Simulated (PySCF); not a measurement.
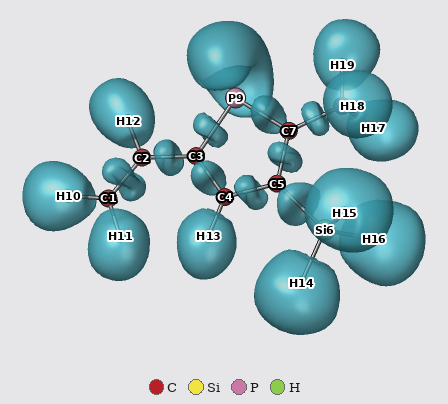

The picture shows: C₇H₁₀PSi (SMILES C=Cc1cc([SiH3])c(C)[p-]1) (charge −1). Isosurface of the ELF at 0.8 (cyan), seen at a tilt. Only the valence region is drawn (cores and ρ < 0.01 e/Å³ removed).

Geometry: GFN2-xTB.

Method: PBE0/pcSseg-1, SCF density, gas phase, non-relativistic in PySCF 2.14.0.

The calculation's input:

```
{"job": {"kind": "nmr", "xc": "PBE0", "basis": "pcSseg-1"}, "charge": -1, "multiplicity": 1}
C      3.230404    -0.096087    -1.904903
C      2.377355    -0.996076    -1.404740
C      1.166786    -0.734526    -0.683841
C      0.622887     0.505531    -0.374651
C     -0.580457     0.441541     0.339509
Si    -1.536314     1.924162     0.885877
C     -0.967769    -0.886923     0.585533
C     -2.216758    -1.251182     1.329374
P      0.147021    -2.051136    -0.063631
H      4.120292    -0.390463    -2.442187
H      3.071701     0.964884    -1.801378
H      2.602485    -2.050653    -1.546099
H      1.081836     1.442230    -0.660417
H     -0.890869     3.177012     0.454759
H     -1.696055     2.045028     2.354019
H     -2.919568     1.988905     0.359634
H     -3.100863    -0.853420     0.822965
H     -2.204006    -0.835603     2.341213
H     -2.317912    -2.333973     1.401503
```

Run with:

```sh
OMP_NUM_THREADS=1 python probes_run.py task.json out
```

### What do the ELF domains correspond to?

At this value the surface marks out six regions between bonded C–C atoms (shared pairs), two regions between bonded C–P atoms (shared pairs), one region between bonded C–Si atoms (shared pairs), ten regions around hydrogen nuclei and one lobe on P, pointing away from the bonds (lone pairs).

Values along the shortest contacts:
C–C (1.34 Å): the ELF peaks at about 0.95 between the atoms (a short, multiple covalent bond). C–P (1.74 Å): the ELF peaks at about 0.90 between the atoms (localised, covalent bonding).
